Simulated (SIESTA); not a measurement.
# Converging the k-point mesh: Mo (Im-3m, 1 atom in the cell)

```yaml
crystal:
  lattice:
    - [-1.56713, 1.56713, 1.56713]
    - [1.56713, -1.56713, 1.56713]
    - [1.56713, 1.56713, -1.56713]
  atoms:
    - { symbol: Mo, position: [0.00000, 0.00000, 0.00000] }
```

Method: LDA PW92, numerical atomic orbitals DZP, PseudoDojo LDA standard norm-conserving potentials (rewritten from UPF to PSML) (SIESTA 5.4.2).

Base settings: XC.functional = LDA; XC.authors = PW92; potentials = PseudoDojo LDA standard; PAO.BasisSize = DZP; PAO.EnergyShift = 0.01 Ry; MeshCutoff = 350 Ry; kgrid.MonkhorstPack = 8 8 8; OccupationFunction = FD; ElectronicTemperature = 1160.45 K; MaxSCFIterations = 150.

Only quantities that move along the ladder and can be compared are tabulated.

Core times come from one kind of shared machine, to one figure; runs under 30 s give none.

The starting cell has typed, rounded lattice constants, without a prior relaxation at this level. Its lattice was rescaled by up to half a per cent. Spin polarisation is off. Values carry the incompleteness of an atom-centred basis. In the base run, with a pressure of about -7 GPa the cell is away from its equilibrium volume at this level.

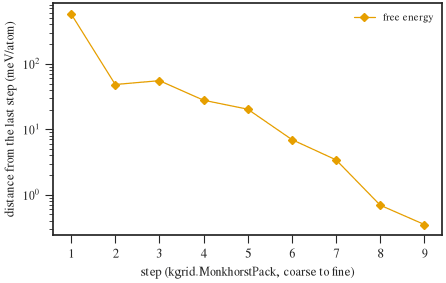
*Distance from the last step along the ladder; very small values are drawn at a floor.*

```csv
kgrid.MonkhorstPack,free energy less the last step's (meV/atom),pressure (GPa),core time / last (rough)
3 3 3,577.96,6.63,–
4 4 4,48.28,-6.57,–
5 5 5,-55.25,-8.96,–
7 7 7,27.77,-6.32,–
8 8 8,20.26,-6.81,–
10 10 10,6.96,-7.25,–
15 15 15,3.41,-6.71,0.2
17 17 17,-0.69,-6.90,0.5
21 21 21,0.35,-6.92,0.4
26 26 26,0.00,-6.95,1
```

Coarsest kgrid.MonkhorstPack that holds the free energy within 2 meV/atom of the last step, with all finer ones: 17 17 17; the step before is off by 3.4 meV/atom.

Coarsest kgrid.MonkhorstPack that holds the pressure within 1 GPa of the last step, with all finer ones: 7 7 7; the step before is off by 2.0 GPa.
